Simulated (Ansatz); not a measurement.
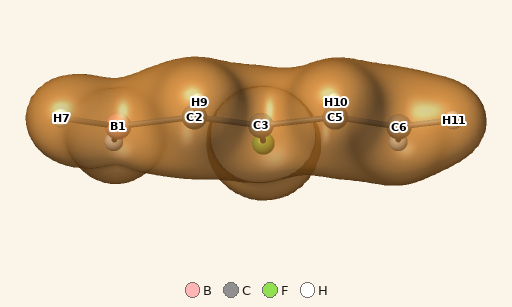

C$_{4}$H$_{6}$BF (SMILES BC=C(F)C=C). Isosurface of the electron density at 0.2 e/Å³ (orange), seen from one side.

Theory: RKS CAM-B3LYP-D4/def2-SVP (Ansatz).

The calculation's input:

```
crystal:
  periodic: [false, false, false]
  atoms:
    - { symbol: B, position_ang: [-2.5056, 0.0361, -0.1131] }
    - { symbol: C, position_ang: [-1.0685, 0.4777, -0.4021] }
    - { symbol: C, position_ang: [-0.0666, -0.1813, 0.1184] }
    - { symbol: F, position_ang: [-0.1787, -1.2378, 0.9457] }
    - { symbol: C, position_ang: [1.3514, 0.2291, -0.1791] }
    - { symbol: C, position_ang: [2.3985, -0.3851, 0.3508] }
    - { symbol: H, position_ang: [-3.4013, 0.7033, -0.6177] }
    - { symbol: H, position_ang: [-2.781, -0.8166, 0.5681] }
    - { symbol: H, position_ang: [-0.8865, 1.3461, -1.0097] }
    - { symbol: H, position_ang: [1.5282, 1.0863, -0.7887] }
    - { symbol: H, position_ang: [3.3907, -0.0669, 0.1373] }
    - { symbol: H, position_ang: [2.2964, -1.2461, 1.0243] }
basis:
  gaussian: { orbitals: def2-SVP }
hamiltonian:
  xc: cam_b3lyp
  dispersion: d4
relax:
  f_tol: 0.015
  max_steps: 40
output:
  orbitals: {}
```

Launched as:

```sh
ansatz run input.yaml --threads 2 --pin off --max-ram 3072MiB --backend cpu --events-out ev --progress --plain --runs-dir out
```

The fields are those of the relaxed geometry.

Question: How is the density connected at this value?

Answer: At this value the surface is in one piece. It bridges the shortest C–F (1.33 Å), C–C (1.33 Å), C–B (1.53 Å) and C–H (1.09 Å) contacts, where the density stays above the isovalue. On the grid the lowest density along these lines, outside the cores, is 1.8 e/Å³ (C–F, 1.33 Å), 2.3 e/Å³ (C–C, 1.33 Å), 1.3 e/Å³ (C–B, 1.53 Å) and 1.9 e/Å³ (C–H, 1.09 Å).
